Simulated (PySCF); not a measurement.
# Kr, Kr⁺: ionisation energy in cc-pVDZ-DK

Each state of krypton is computed at each level; their differences give the ionisation energy. How far do the methods differ?

Program: PySCF 2.14.0. Level of theory: unrestricted determinants in a Gaussian basis, no spin-orbit coupling in the energies. These are calculated values, not measurements, unless marked.

## Step 1: What is computed

| Property | Result |
| --- | --- |
| Element | krypton (Z = 36) |
| Basis | cc-pVDZ-DK (5s4p2d, 27 functions) |
| Hamiltonian | the spin-free X2C one-electron Hamiltonian (Gaussian nucleus) |
| State 1 | Kr: [Kr], closed-shell 1S |
| State 2 | Kr⁺: [Ar] 3d10 4s2 4p5, 2P determinant |
| Methods | UHF, BP86, PBE0, MP2, CCSD(T) |
| Core shells frozen in the correlated runs | valence: [Ar] 3d10 (for Kr) |

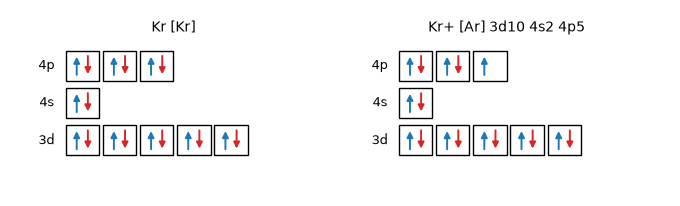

Outer shells as boxes.

The runs were made by one driver on top of PySCF. The scripts below sum up each run's settings (the driver also hands on starting orbitals that pick excited configurations, and frozen orbitals as a list rather than a count), and the logs come from the driver's own runs. The driver starts from symmetry-adapted Hartree-Fock orbitals, holds the occupation by maximum overlap and uses a logarithmic radial grid for functionals, so a plain start would take other cycles.

It was started by

```sh
OMP_NUM_THREADS=1 python atomrun2.py TASK.json OUT
```

The integrals over 27 functions and the set-up took 0.11 s of CPU time.

## Step 2: Kr: the ladder of methods

Level: UHF.

File input.py:

```python
from pyscf import gto, scf, dft, mp, cc
import basis_set_exchange as bse
mol = gto.M(atom="Kr 0 0 0", charge=0, spin=0, symmetry="D2h",
            basis=gto.basis.parse(bse.get_basis("cc-pVDZ-DK", elements=["Kr"], fmt="nwchem", header=False)),
            nucmod="G")
mf = scf.UHF(mol).sfx2c1e()
mf.irrep_nelec = {'Ag': (6, 6), 'B1g': (1, 1), 'B2g': (1, 1), 'B3g': (1, 1), 'B1u': (3, 3), 'B2u': (3, 3), 'B3u': (3, 3)}
mf.kernel()
```

Log:

```text
damping factor = 0
level_shift factor = 0
DIIS = <class 'pyscf.scf.diis.CDIIS'>
diis_start_cycle = 1
diis_space = 10
diis_damp = 0
SCF conv_tol = 1e-09
SCF conv_tol_grad = None
number electrons alpha = 18  beta = 18
cycle= 1 E= -2788.05275944118  delta_E= -7.28e-12  |g|= 1.16e-06  |ddm|= 1.03e-05
converged SCF energy = -2788.05275944118  <S^2> = 3.5527137e-15  2S+1 = 1
```

It took 0.04 s on 1 thread of Neoverse-V2, shared host, the integrals not counted.

Orbital energies by shell (radii are means over both spins):

```tsv
shell	electrons	mean orbital energy (eV)	spread (eV)	rms radius (bohr)
1s	2	-14403.3	0	0.0478
2s	2	-1960.5	0	0.199
2p	6	-1728.4	0	0.177
3s	2	-305.27	0	0.565
3p	6	-228.87	0	0.581
3d	10	-101.81	0	0.613
4s	2	-32.223	0	1.71
4p	6	-14.134	0	2.09
```

⟨S²⟩ = 0.000, ⟨L²⟩ = 0.00.

Level: BP86.

Changes to input.py:

```diff
@@ -5,3 +5,3 @@
             nucmod="G")
-mf = scf.UHF(mol).sfx2c1e()
+mf = dft.UKS(mol, xc="B88,P86").sfx2c1e()
 mf.irrep_nelec = {'Ag': (6, 6), 'B1g': (1, 1), 'B2g': (1, 1), 'B3g': (1, 1), 'B1u': (3, 3), 'B2u': (3, 3), 'B3u': (3, 3)}
```

Log:

```text
damping factor = 0
level_shift factor = 0
DIIS = <class 'pyscf.scf.diis.CDIIS'>
diis_start_cycle = 1
diis_space = 10
diis_damp = 0
SCF conv_tol = 1e-09
SCF conv_tol_grad = None
number electrons alpha = 18  beta = 18
XC functionals = B88,P86
    A. D. Becke.,  Phys. Rev. A 38, 3098 (1988)
    J. P. Perdew.,  Phys. Rev. B 33, 8822 (1986)
cycle= 1 E= -2790.25116544352  delta_E= -0.00616  |g|= 0.03  |ddm|= 0.32
cycle= 2 E= -2790.25133794693  delta_E= -0.000173  |g|= 0.00587  |ddm|= 0.0331
cycle= 3 E= -2790.2513445691  delta_E= -6.62e-06  |g|= 0.000163  |ddm|= 0.00442
cycle= 4 E= -2790.25134458131  delta_E= -1.22e-08  |g|= 6.78e-06  |ddm|= 0.000518
cycle= 5 E= -2790.25134458133  delta_E= -2.27e-11  |g|= 2.12e-09  |ddm|= 2.2e-05
converged SCF energy = -2790.25134458133  <S^2> = 7.1054274e-15  2S+1 = 1
```

It took 0.29 s on 1 thread of Neoverse-V2, shared host, the integrals not counted.

Level: PBE0.

Changes to input.py:

```diff
@@ -5,3 +5,3 @@
             nucmod="G")
-mf = dft.UKS(mol, xc="B88,P86").sfx2c1e()
+mf = dft.UKS(mol, xc="PBE0").sfx2c1e()
 mf.irrep_nelec = {'Ag': (6, 6), 'B1g': (1, 1), 'B2g': (1, 1), 'B3g': (1, 1), 'B1u': (3, 3), 'B2u': (3, 3), 'B3u': (3, 3)}
```

Log:

```text
damping factor = 0
level_shift factor = 0
DIIS = <class 'pyscf.scf.diis.CDIIS'>
diis_start_cycle = 1
diis_space = 10
diis_damp = 0
SCF conv_tol = 1e-09
SCF conv_tol_grad = None
number electrons alpha = 18  beta = 18
XC functionals = PBE0
    C. Adamo and V. Barone.,  J. Chem. Phys. 110, 6158 (1999)
    M. Ernzerhof and G. E. Scuseria.,  J. Chem. Phys. 110, 5029 (1999)
cycle= 1 E= -2789.60580777508  delta_E= -0.00337  |g|= 0.014  |ddm|= 0.221
cycle= 2 E= -2789.60585222512  delta_E= -4.45e-05  |g|= 0.00159  |ddm|= 0.0241
cycle= 3 E= -2789.60585309772  delta_E= -8.73e-07  |g|= 0.000376  |ddm|= 0.00521
cycle= 4 E= -2789.60585315661  delta_E= -5.89e-08  |g|= 2.66e-05  |ddm|= 0.00111
cycle= 5 E= -2789.60585315692  delta_E= -3.12e-10  |g|= 3.32e-08  |ddm|= 9.66e-05
converged SCF energy = -2789.60585315692  <S^2> = 1.0658141e-14  2S+1 = 1
```

It took 0.29 s on 1 thread of Neoverse-V2, shared host, the integrals not counted.

Level: MP2 (valence).

Changes to input.py:

```diff
@@ -5,4 +5,5 @@
             nucmod="G")
-mf = dft.UKS(mol, xc="PBE0").sfx2c1e()
+mf = scf.UHF(mol).sfx2c1e()
 mf.irrep_nelec = {'Ag': (6, 6), 'B1g': (1, 1), 'B2g': (1, 1), 'B3g': (1, 1), 'B1u': (3, 3), 'B2u': (3, 3), 'B3u': (3, 3)}
 mf.kernel()
+mp.UMP2(mf, frozen=14).kernel()
```

This step left no log, only its results.

It took 0.01 s on 1 thread of Neoverse-V2, shared host, the integrals not counted.

With 8 electrons correlated, the MP2 correlation energy is -0.11764 hartree (-0.03277 same spin, -0.08486 opposite spin); the SCS form gives -0.11276. Largest pairs of shells: 4p-4p -0.0949, 4s-4p -0.0177, 4s-4s -0.0050.

Level: CCSD(T) (valence).

Changes to input.py:

```diff
@@ -8,2 +8,3 @@
 mf.kernel()
-mp.UMP2(mf, frozen=14).kernel()
+mycc = cc.CCSD(mf, frozen=14).run()
+mycc.ccsd_t()
```

Log:

```text
CC2 = 0
CCSD nocc = 4, nmo = 13
frozen orbitals [0, 1, 2, 3, 4, 5, 6, 7, 8, 9, 10, 11, 12, 13]
max_cycle = 100
direct = 0
conv_tol = 1e-08
conv_tol_normt = 1e-06
diis_space = 8
diis_start_cycle = 0
Init t2, MP2 energy = -2788.17039600513  E_corr(MP2) -0.117636563946397
Init E_corr(CCSD) = -0.117636563946701
cycle = 1  E_corr(CCSD) = -0.126154926611596  dE = -0.00851836266  norm(t1,t2) = 0.0169857
cycle = 2  E_corr(CCSD) = -0.12717018852116  dE = -0.00101526191  norm(t1,t2) = 0.00376758
cycle = 3  E_corr(CCSD) = -0.127481673192669  dE = -0.000311484672  norm(t1,t2) = 0.00110205
cycle = 4  E_corr(CCSD) = -0.127481404910559  dE = 2.6828211e-07  norm(t1,t2) = 5.11117e-05
cycle = 5  E_corr(CCSD) = -0.127481277873166  dE = 1.27037393e-07  norm(t1,t2) = 7.83781e-06
cycle = 6  E_corr(CCSD) = -0.127481315452636  dE = -3.757947e-08  norm(t1,t2) = 9.50674e-07
cycle = 7  E_corr(CCSD) = -0.127481313161435  dE = 2.29120087e-09  norm(t1,t2) = 6.62271e-08
CCSD converged
E(CCSD) = -2788.180240754343  E_corr = -0.127481313161435
CCSD(T) correction = -0.000779802163427533
```

It took 0.04 s on 1 thread of Neoverse-V2, shared host, the integrals not counted.

CCSD correlation -0.12748 hartree, triples -0.00078; total -2788.181021. T1 = 0.002, largest double amplitude 0.045.

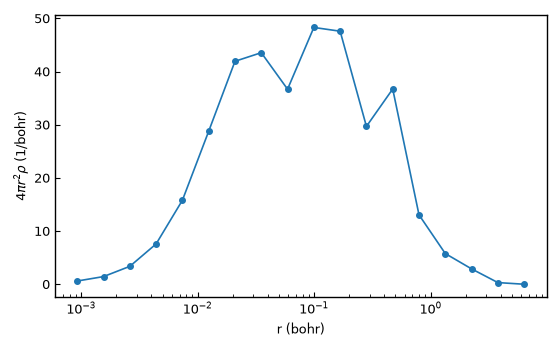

Radial density 4πr²ρ of Kr at UHF, at 18 stored radii joined by straight lines.

## Step 3: Kr⁺: the ladder of methods

Level: UHF.

File input.py:

```python
from pyscf import gto, scf, dft, mp, cc
import basis_set_exchange as bse
mol = gto.M(atom="Kr 0 0 0", charge=1, spin=1, symmetry="D2h",
            basis=gto.basis.parse(bse.get_basis("cc-pVDZ-DK", elements=["Kr"], fmt="nwchem", header=False)),
            nucmod="G")
mf = scf.UHF(mol).sfx2c1e()
mf.irrep_nelec = {'Ag': (6, 6), 'B1g': (1, 1), 'B2g': (1, 1), 'B3g': (1, 1), 'B1u': (3, 3), 'B2u': (3, 3), 'B3u': (3, 2)}
mf.kernel()
```

Log:

```text
damping factor = 0
level_shift factor = 0
DIIS = <class 'pyscf.scf.diis.CDIIS'>
diis_start_cycle = 1
diis_space = 10
diis_damp = 0
SCF conv_tol = 1e-09
SCF conv_tol_grad = None
number electrons alpha = 18  beta = 17
cycle= 1 E= -2787.5689725536  delta_E= -0.00325  |g|= 0.0204  |ddm|= 0.061
cycle= 2 E= -2787.56923487579  delta_E= -0.000262  |g|= 0.00594  |ddm|= 0.0193
cycle= 3 E= -2787.56925981357  delta_E= -2.49e-05  |g|= 0.000325  |ddm|= 0.0102
cycle= 4 E= -2787.56925993149  delta_E= -1.18e-07  |g|= 5.59e-05  |ddm|= 0.00204
cycle= 5 E= -2787.56925993451  delta_E= -3.02e-09  |g|= 1.56e-05  |ddm|= 0.000319
cycle= 6 E= -2787.56925993476  delta_E= -2.51e-10  |g|= 2.07e-06  |ddm|= 0.000109
converged SCF energy = -2787.56925993476  <S^2> = 0.75490344  2S+1 = 2.0048974
```

It took 0.06 s on 1 thread of Neoverse-V2, shared host, the integrals not counted.

Orbital energies by shell (radii are means over both spins):

```tsv
shell	electrons	mean orbital energy (eV)	spread (eV)	rms radius (bohr)
1s α	1	-14415.7	0	0.0478
1s β	1	-14415.5	0	0.0478
2s α	1	-1972.8	0	0.199
2s β	1	-1972.7	0	0.199
2p α	3	-1740.8	0.268	0.177
2p β	3	-1740.6	0.121	0.177
3s α	1	-317.60	0	0.565
3s β	1	-317.30	0	0.565
3p α	3	-241.21	0.835	0.581
3p β	3	-240.81	0.069	0.581
3d α	5	-114.08	0.794	0.612
3d β	5	-113.86	0.446	0.612
4s α	1	-44.510	0	1.67
4s β	1	-41.222	0	1.67
4p α	3	-25.599	2.033	1.99
4p β	2	-24.218	0	1.99
```

⟨S²⟩ = 0.755, ⟨L²⟩ = 2.02.

Level: BP86.

Changes to input.py:

```diff
@@ -5,3 +5,3 @@
             nucmod="G")
-mf = scf.UHF(mol).sfx2c1e()
+mf = dft.UKS(mol, xc="B88,P86").sfx2c1e()
 mf.irrep_nelec = {'Ag': (6, 6), 'B1g': (1, 1), 'B2g': (1, 1), 'B3g': (1, 1), 'B1u': (3, 3), 'B2u': (3, 3), 'B3u': (3, 2)}
```

Log:

```text
damping factor = 0
level_shift factor = 0
DIIS = <class 'pyscf.scf.diis.CDIIS'>
diis_start_cycle = 1
diis_space = 10
diis_damp = 0
SCF conv_tol = 1e-09
SCF conv_tol_grad = None
number electrons alpha = 18  beta = 17
XC functionals = B88,P86
    A. D. Becke.,  Phys. Rev. A 38, 3098 (1988)
    J. P. Perdew.,  Phys. Rev. B 33, 8822 (1986)
cycle= 1 E= -2789.72983639151  delta_E= -0.00724  |g|= 0.0302  |ddm|= 0.321
cycle= 2 E= -2789.72999558394  delta_E= -0.000159  |g|= 0.00718  |ddm|= 0.0215
cycle= 3 E= -2789.73000444093  delta_E= -8.86e-06  |g|= 0.00105  |ddm|= 0.00928
cycle= 4 E= -2789.73000493942  delta_E= -4.98e-07  |g|= 3.37e-05  |ddm|= 0.00388
cycle= 5 E= -2789.73000494014  delta_E= -7.29e-10  |g|= 1.66e-06  |ddm|= 0.000152
converged SCF energy = -2789.73000494014  <S^2> = 0.75093246  2S+1 = 2.0009322
```

Time after the integrals: 0.27 s (1 thread of Neoverse-V2, shared host).

Level: PBE0.

Changes to input.py:

```diff
@@ -5,3 +5,3 @@
             nucmod="G")
-mf = dft.UKS(mol, xc="B88,P86").sfx2c1e()
+mf = dft.UKS(mol, xc="PBE0").sfx2c1e()
 mf.irrep_nelec = {'Ag': (6, 6), 'B1g': (1, 1), 'B2g': (1, 1), 'B3g': (1, 1), 'B1u': (3, 3), 'B2u': (3, 3), 'B3u': (3, 2)}
```

Log:

```text
damping factor = 0
level_shift factor = 0
DIIS = <class 'pyscf.scf.diis.CDIIS'>
diis_start_cycle = 1
diis_space = 10
diis_damp = 0
SCF conv_tol = 1e-09
SCF conv_tol_grad = None
number electrons alpha = 18  beta = 17
XC functionals = PBE0
    C. Adamo and V. Barone.,  J. Chem. Phys. 110, 6158 (1999)
    M. Ernzerhof and G. E. Scuseria.,  J. Chem. Phys. 110, 5029 (1999)
cycle= 1 E= -2789.0868585827  delta_E= -0.00478  |g|= 0.015  |ddm|= 0.238
cycle= 2 E= -2789.08691252857  delta_E= -5.39e-05  |g|= 0.00244  |ddm|= 0.0161
cycle= 3 E= -2789.08691385431  delta_E= -1.33e-06  |g|= 0.000437  |ddm|= 0.0035
cycle= 4 E= -2789.08691393465  delta_E= -8.03e-08  |g|= 0.000115  |ddm|= 0.00167
cycle= 5 E= -2789.08691394062  delta_E= -5.97e-09  |g|= 3.58e-06  |ddm|= 0.000395
cycle= 6 E= -2789.08691394063  delta_E= -1.46e-11  |g|= 1.69e-07  |ddm|= 2.66e-05
converged SCF energy = -2789.08691394063  <S^2> = 0.75168649  2S+1 = 2.0016858
```

It took 0.32 s on 1 thread of Neoverse-V2, shared host, the integrals not counted.

Level: MP2 (valence).

Changes to input.py:

```diff
@@ -5,4 +5,5 @@
             nucmod="G")
-mf = dft.UKS(mol, xc="PBE0").sfx2c1e()
+mf = scf.UHF(mol).sfx2c1e()
 mf.irrep_nelec = {'Ag': (6, 6), 'B1g': (1, 1), 'B2g': (1, 1), 'B3g': (1, 1), 'B1u': (3, 3), 'B2u': (3, 3), 'B3u': (3, 2)}
 mf.kernel()
+mp.UMP2(mf, frozen=14).kernel()
```

This step left no log, only its results.

It took 0.01 s on 1 thread of Neoverse-V2, shared host, the integrals not counted.

With 7 electrons correlated, the MP2 correlation energy is -0.09369 hartree (-0.02399 same spin, -0.06970 opposite spin); the SCS form gives -0.09164. Largest pairs of shells: 4p-4p -0.0638, 4s-4p -0.0246, 4s-4s -0.0052.

Level: CCSD(T) (valence).

Changes to input.py:

```diff
@@ -8,2 +8,3 @@
 mf.kernel()
-mp.UMP2(mf, frozen=14).kernel()
+mycc = cc.CCSD(mf, frozen=14).run()
+mycc.ccsd_t()
```

Log:

```text
CC2 = 0
CCSD nocc = (np.int64(4), np.int64(3)), nmo = (13, 13)
frozen orbitals [[0, 1, 2, 3, 4, 5, 6, 7, 8, 9, 10, 11, 12, 13], [0, 1, 2, 3, 4, 5, 6, 7, 8, 9, 10, 11, 12, 13]]
max_cycle = 100
direct = 0
conv_tol = 1e-08
conv_tol_normt = 1e-06
diis_space = 8
diis_start_cycle = 0
Init t2, MP2 energy = -0.0936912881021641
Init E_corr(UCCSD) = -0.0936912881048732
cycle = 1  E_corr(UCCSD) = -0.104908856587099  dE = -0.0112175685  norm(t1,t2) = 0.0279642
cycle = 2  E_corr(UCCSD) = -0.1067836153204  dE = -0.00187475873  norm(t1,t2) = 0.00808075
cycle = 3  E_corr(UCCSD) = -0.107511528568692  dE = -0.000727913248  norm(t1,t2) = 0.00286641
cycle = 4  E_corr(UCCSD) = -0.107498377494036  dE = 1.31510747e-05  norm(t1,t2) = 0.0002399
cycle = 5  E_corr(UCCSD) = -0.107500134473435  dE = -1.7569794e-06  norm(t1,t2) = 5.42208e-05
cycle = 6  E_corr(UCCSD) = -0.107499924190282  dE = 2.10283153e-07  norm(t1,t2) = 9.8086e-06
cycle = 7  E_corr(UCCSD) = -0.107499966322289  dE = -4.21320066e-08  norm(t1,t2) = 1.56177e-06
cycle = 8  E_corr(UCCSD) = -0.107499957364628  dE = 8.9576614e-09  norm(t1,t2) = 2.25194e-07
UCCSD converged
E(UCCSD) = -2787.676759892123  E_corr = -0.1074999573646275
UCCSD(T) correction = -0.00081118665669053
```

It took 0.07 s on 1 thread of Neoverse-V2, shared host, the integrals not counted.

CCSD correlation -0.10750 hartree, triples -0.00081; total -2787.677571. T1 = 0.004, largest double amplitude 0.049.

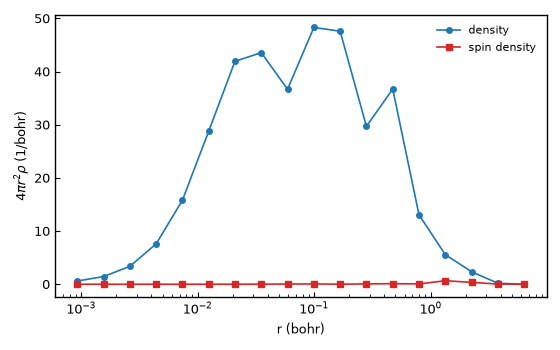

Radial density 4πr²ρ of Kr⁺ at UHF, at 18 stored radii joined by straight lines.

## Step 4: How the shells move

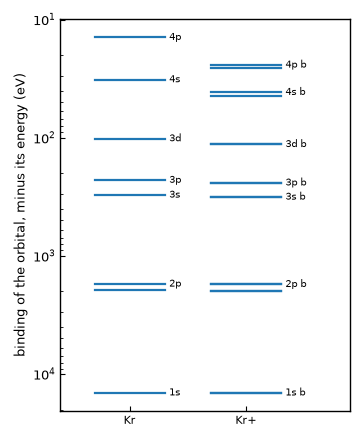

Hartree-Fock orbital energies of the states on a logarithmic scale (a, b: spin up and down; * marks an excited configuration).

## Step 5: The energy differences

Ionisation energy: Kr [Kr] (1S) → Kr⁺ [Ar] 3d10 4s2 4p5 (2P).

```tsv
method	value (eV)	error (eV)	CPU time, both states (s)
UHF	13.157	-1.065	0.1
BP86	14.186	-0.035	0.56
PBE0	14.121	-0.100	0.61
MP2 (valence)	13.808	-0.413	0.1
SCS-MP2 (valence)	13.731	-0.490	0.1
CCSD (valence)	13.700	-0.521	
CCSD(T) (valence)	13.700	-0.522	0.21
```

Reference: 14.222 eV (measured; NIST levels, between the centres of gravity of the two terms). Errors of the correlated levels include the incompleteness of this basis.

Times are CPU seconds on a shared host without the integrals; correlated rows include their Hartree-Fock run, whose time holds the symmetry-adapted start and any spin-orbit constants, while functionals begin from orbitals already made.

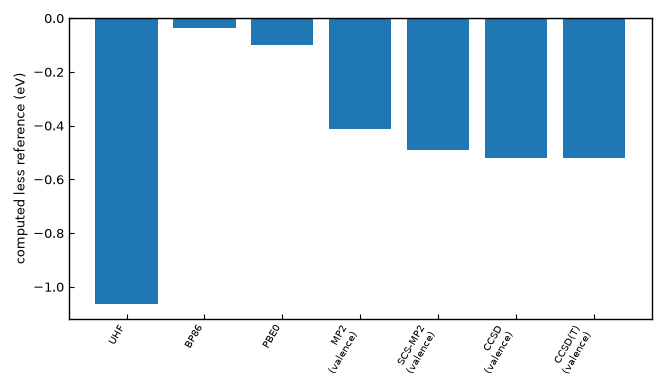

Computed less reference values by method.

## Step 6: Outcome

```
             quantity                                                      value
ionisation energy, Kr  UHF 13.157, CCSD(T) (valence) 13.700 eV; reference 14.222
```

Each level's miss and price (over 1 difference):

```tsv
method	mean absolute miss against the measured value (with the measured fine structure taken into account where it is known) (eV)	CPU time, both states (s)
UHF	1.065	0.1
BP86	0.035	0.56
PBE0	0.100	0.61
MP2 (valence)	0.413	0.1
SCS-MP2 (valence)	0.490	0.1
CCSD (valence)	0.521	
CCSD(T) (valence)	0.522	0.21
```

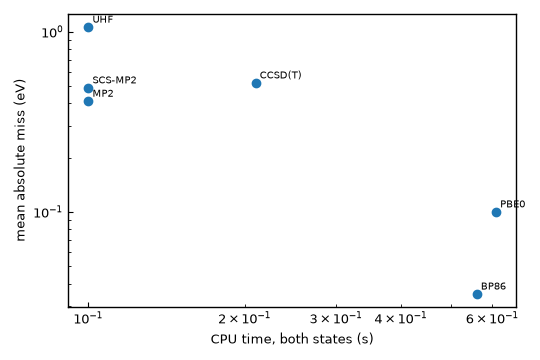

Miss against the measured value (with the measured fine structure taken into account where it is known) and CPU time.

What this shows: BP86 lands nearest to the measured value (off by 0.04 eV); UHF misses by most (1.06 eV). Hartree-Fock falls short because the species with more electrons holds more correlation energy, which it lacks. The basis is finite, and no extrapolation was made. The dearest level timed, PBE0, costs 6.1 times the cheapest, UHF, and differs from the measured value (with the measured fine structure taken into account where it is known) by 0.10 against 1.06 eV.
